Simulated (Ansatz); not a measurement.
System: CaB.

```
Ca B
1.0
     3.26461    0.00000    0.00000
     0.00000    3.26461    0.00000
     0.00000    0.00000    3.26461
Ca B
1 1
Direct
  0.00000 0.00000 0.00000
  0.50000 0.50000 0.50000
```

Space group Pm-3m; a structure generated by program, which may or may not match a known phase; computed without spin polarisation.

Theory: DFT PBE, scalar-relativistic, plane waves, PAW (Ansatz).

Q: What can the converged valence pseudo-density and electron localisation function tell about the bonding?

A: Ca–B (2.83 Å): ρ is about 0.14 e/Å³ halfway; the ELF peaks at about 0.80 in the valence shell of B, 0.8 Å from its nucleus, and is about 0.15 at the midpoint.

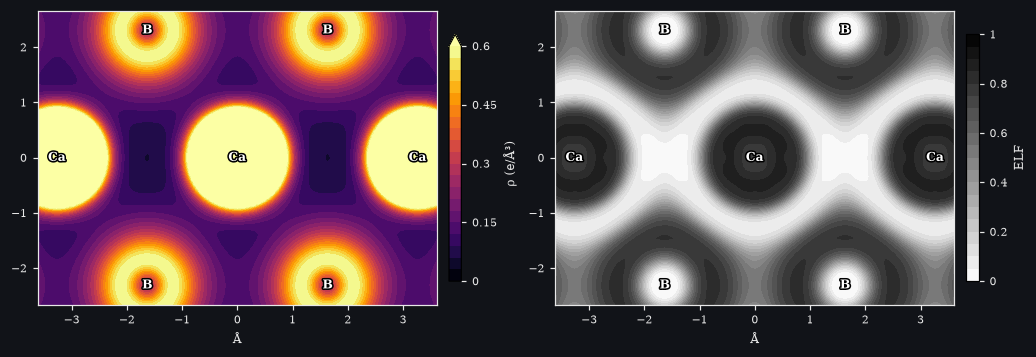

Computed valence pseudo-density and electron localisation function on the (101) plane of the conventional cell, in this order. 
